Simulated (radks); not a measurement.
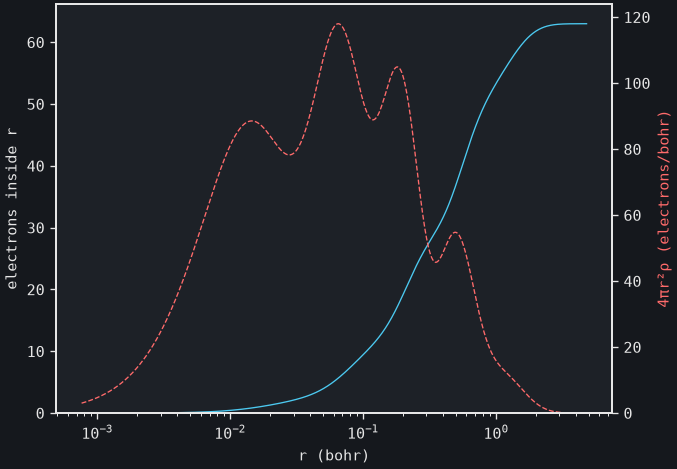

The dysprosium ion Dy³⁺; electrons: [Xe] 4f9 (high spin). Computed with the in-house radial solver radks: scalar-relativistic Kohn-Sham, BLYP, spin-polarised, spherical densities, finite nucleus.

The plot shows the number of electrons inside radius r (solid) and the radial density 4πr²ρ (dashed).

Describe it and give its main numbers.

The count levels off at 63 electrons. Half of them lie within 0.397 bohr, 90 % within 1.25 bohr and 99 % within 2.25 bohr. The radial density has minima at 0.0279, 0.119 and 0.352 bohr, where the count stands at 1.9, 11.1 and 29.4; these part the shells that the density resolves.
